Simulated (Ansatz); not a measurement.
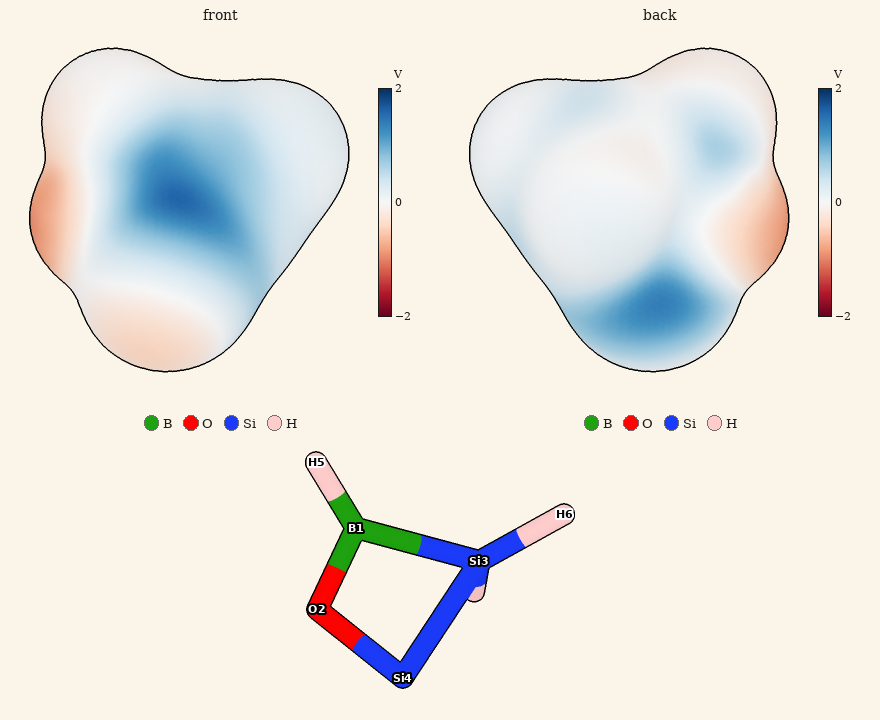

Figure. BH3OSi2 (SMILES B1O[Si][SiH2]1). The electrostatic potential painted on the density surface at 0.001 e/bohr³, seen from the front and from behind; red is negative and blue positive. The bare structure is drawn below in the same view.

Geometry: PBE0-D3(BJ)/def2-SVP.

Method: isolated molecule in a Gaussian basis; Kohn-Sham density functional theory, functional PBE0 in Ansatz.

```yaml
atoms:
  - { symbol: B, position_ang: [-2.0232, 1.7161, 0.6664] }
  - { symbol: O, position_ang: [-3.3743, 1.6963, 0.9217] }
  - { symbol: Si, position_ang: [-1.4721, -0.1054, 1.3415] }
  - { symbol: Si, position_ang: [-3.5277, 0.6977, 2.3352] }
  - { symbol: H, position_ang: [-1.4892, 2.7283, 0.2736] }
  - { symbol: H, position_ang: [-0.1719, -0.5416, 1.9316] }
  - { symbol: H, position_ang: [-1.9753, -1.0945, 0.3324] }
```

> Which sites attract a positive test charge, and which a negative one?

A positive charge is drawn to the negative regions and a negative charge to the positive ones. The most negative region (about −0.9 V) lies over O2, the most positive (about +1.5 V) over Si4.

> How polar is the molecule by this calculation?

Its dipole moment is 0.99 D.
